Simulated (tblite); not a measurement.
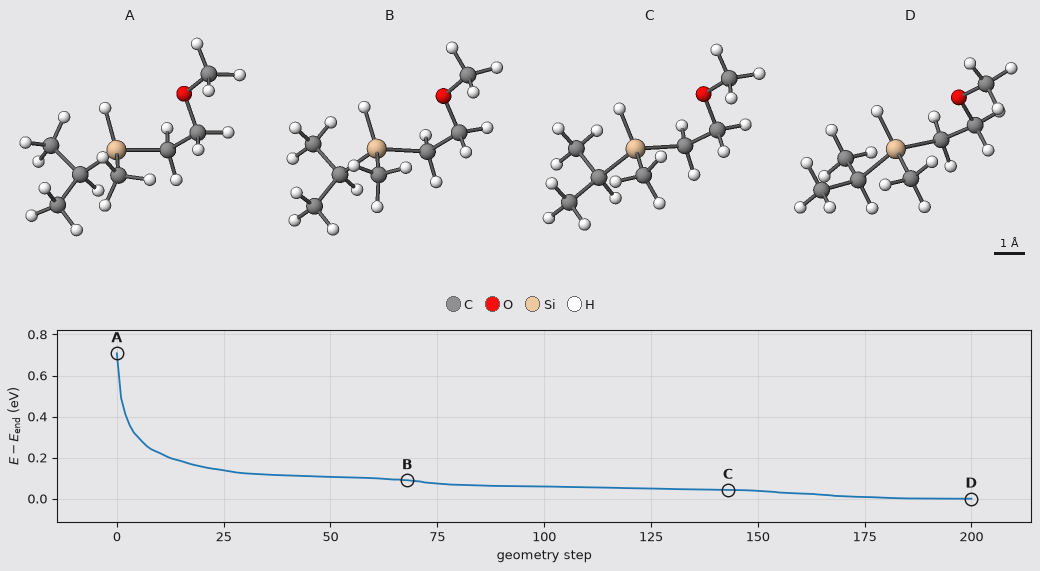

Frames of a relaxation of C7H18OSi, marked on the history of the run. A ball-and-stick model, seen from a free direction.

Computed with GFN2-xTB geometry optimisation, gas phase (tblite). 

Q: What happens along the run?

A: The atom that moves furthest after the best rigid fit is an H atom (1.68 Å). Largest moves by element: H 1.68 Å, C 0.78 Å, O 0.38 Å, Si 0.16 Å. Some distances before and after: C–Si 1.858 → 1.920 Å, C–H 1.126 → 1.090 Å, C–Si 1.877 → 1.911 Å, C–C 1.547 → 1.515 Å. Bond angles that change, for instance: H–C–H 114.4° → 108.3°, C–C–H 105.1° → 110.7°, H–C–H 114.8° → 109.5°. Groups turn about C–Si by about 50°, C–Si by about 45°, C–C by about 25°. After 200 geometry steps the energy has fallen by 0.708 eV. Cost: 3.7 s on 1 thread of Arm Neoverse N1, with other jobs on the host. From step 0 to 68: an H atom moves most (0.59 Å), energy −0.618 eV. From step 68 to 143: an H atom moves most (0.76 Å), energy −0.047 eV. From step 143 to 200: an H atom moves most (0.91 Å), energy −0.043 eV.
